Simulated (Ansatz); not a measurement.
In doubt: masses and optical values from hybrid runs of this build are listed as unsure (in some of the runs), which bears on the screening that GW takes from such a start.

System: Nb2Sn2O7 (Fd-3m).

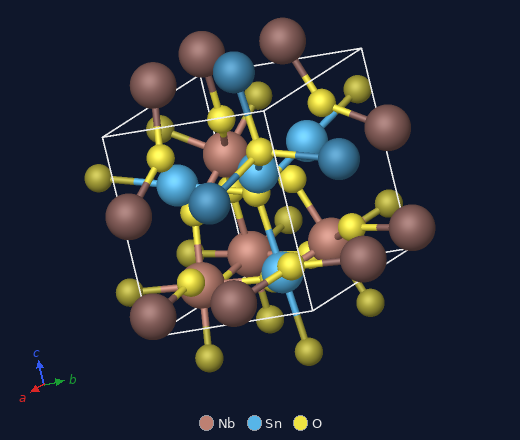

The structure (niobium pink, tin blue, oxygen yellow). Some periodic images of atoms are drawn too.

Symmetry: Fd-3m, No. 227, cubic system. Conventional cell: a = 10.761 Å, b = 10.761 Å, c = 10.761 Å, α = 90.00°, β = 90.00°, γ = 90.00°. Nearest to Nb lie 6 O at 2.02 Å. Sn has 2 O at 2.33 Å nearest. Nearest to O lie 2 Nb at 2.02 Å. Nearest to O lie 4 Sn at 2.33 Å. Farther neighbours and most contacts between anions are not listed.

```
Nb Sn O
1.0
     0.00000    5.38030    5.38030
     5.38030    0.00000    5.38030
     5.38030    5.38030    0.00000
Nb Sn O
4 4 14
Direct
  0.12500 0.12500 0.12500
  0.62500 0.12500 0.12500
  0.12500 0.12500 0.62500
  0.12500 0.62500 0.12500
  0.62500 0.62500 0.12500
  0.62500 0.62500 0.62500
  0.12500 0.62500 0.62500
  0.62500 0.12500 0.62500
  0.06100 0.43900 0.06100
  0.06100 0.06100 0.43900
  0.81100 0.18900 0.81100
  0.06100 0.43900 0.43900
  0.18900 0.81100 0.18900
  0.43900 0.06100 0.06100
  0.18900 0.18900 0.81100
  0.18900 0.81100 0.81100
  0.75000 0.75000 0.75000
  0.81100 0.18900 0.18900
  0.43900 0.43900 0.06100
  0.81100 0.81100 0.18900
  0.50000 0.50000 0.50000
  0.43900 0.06100 0.43900
```

The cell and positions are those that the Materials Project relaxed with its own functionals (PBE, PBE+U or r2SCAN), kept fixed. PAW set soft_2, made with PBE.

Gaps computed with Ansatz 0.2.0 without a self-energy: HSE06 1.48 eV, r2SCAN 0.99 eV and PBE0 2.19 eV.

Question: Estimate the G0W0@HSE06 gap with 2×2×2 mesh, 432 empty bands, screening to 72 eV, default PAW files.

About 1.71 eV: on its mesh the run moves the gap from 1.48 eV by +0.23 eV. Among the scalar-relativistic levels given, HSE06 is nearest (−0.23 eV). Bands and cutoff are finite, so the gap is not at the basis limit. The miss can reach some tenths of an eV and take either sign; the mesh is an error of its own. The 2×2×2 mesh is coarse for this cell (its supercell is 15 Å along the shortest edge). The RPA ε∞ on it, from the HSE06 start, is 8.09; such meshes misread the long-range screening, most where the gap is narrow. The many-body steps are scalar-relativistic: spin-orbit coupling is not in them.

[Paths, hosts, dates, memory and timing lines, banners, echoed tables and standing remarks are left out of the program output.]

[Logs are printed without paths, hosts, clocks, repeated set-up lines and the standing remarks that a program may print on its own settings, such as how far it seeks lower states.]

[Runs of the session that timed out or met a known fault of the program may be left out.]

[Cells called generated may have been cut or substituted from an entry of the Crystallography Open Database or the Materials Project.]

[Hosts, paths, dates, database ids (printed as entryN), source tags and the programs' standing remarks are cut or masked in the printed files.]
